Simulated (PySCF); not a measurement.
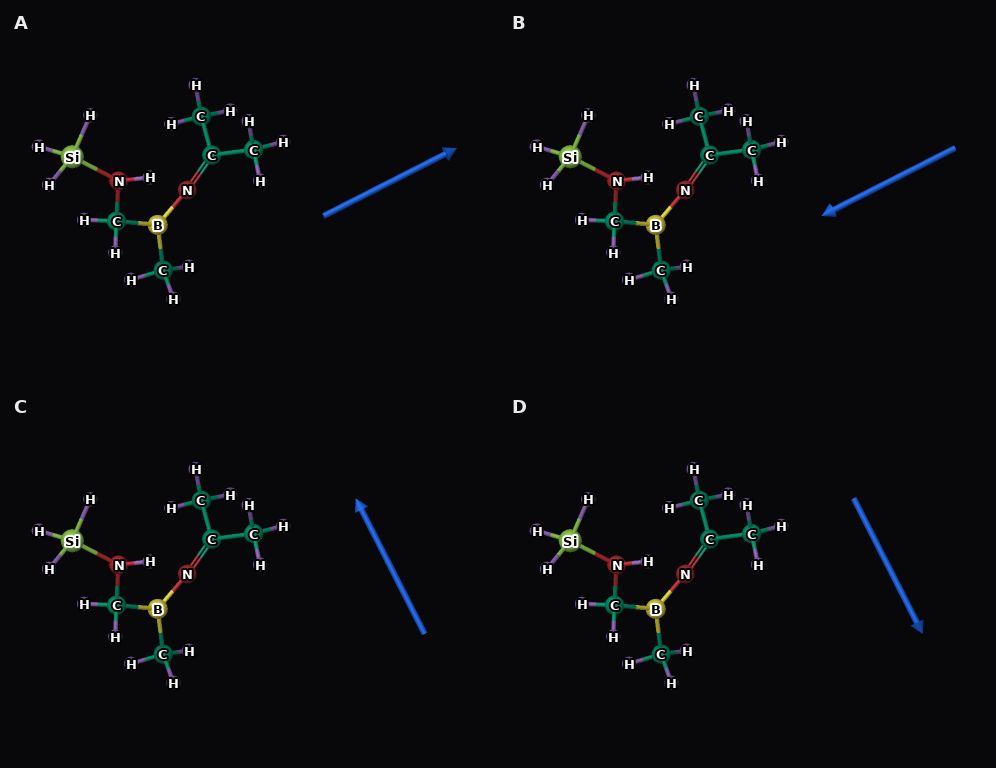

The same molecule four times, each with an arrow. Computed geometry: GFN2-xTB optimisation. No frequency run is at hand to confirm it as a minimum. Method: PBE0/pcSseg-1, gas phase (PySCF 2.14.0).

### Which arrow points along the dipole moment, from the negative to the positive end?

A. The dipole moment is 2.89 D.

The geometry is semi-empirical. Around B, Si such bond lengths and angles can be off by a tenth of an ångström or more and by several degrees, and values that hang on the shape move with them.
